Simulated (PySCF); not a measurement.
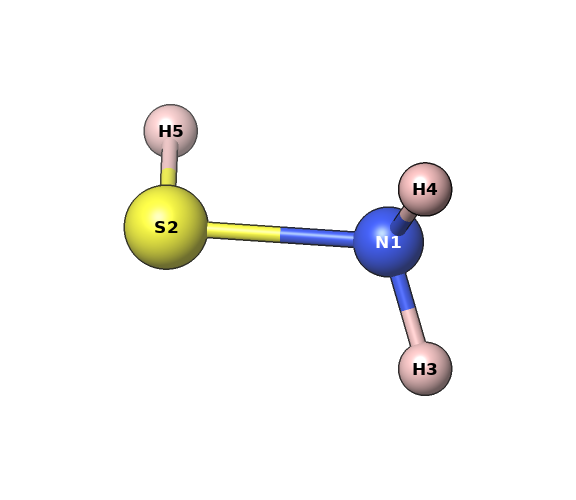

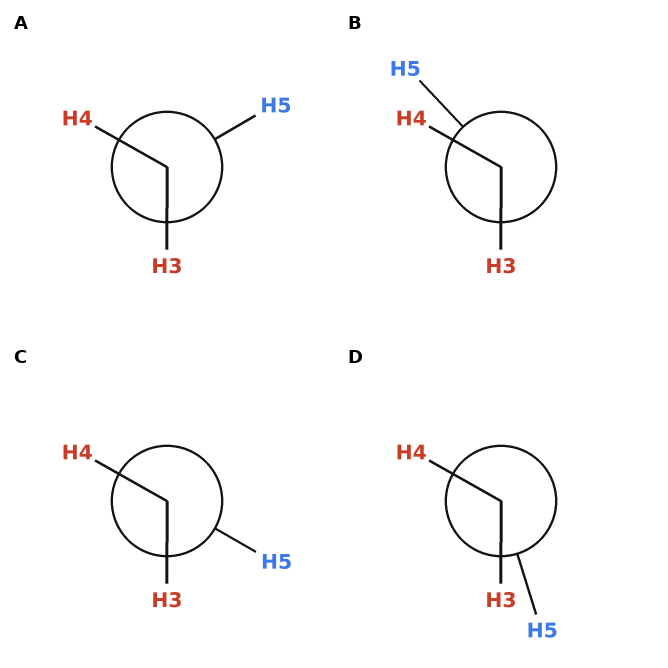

Depth is shown by fading: the farther an atom, the more it takes the colour of the background. Bonds that would overlap in a projection are set slightly apart. Computed geometry: GFN2-xTB optimisation. No frequency run is at hand to confirm it as a minimum.

Question: Which Newman projection shows the view along N1–S2, with N1 in front?

Answer: A. The torsion angle H3–N1–S2–H5 is −120°, anticlinal.
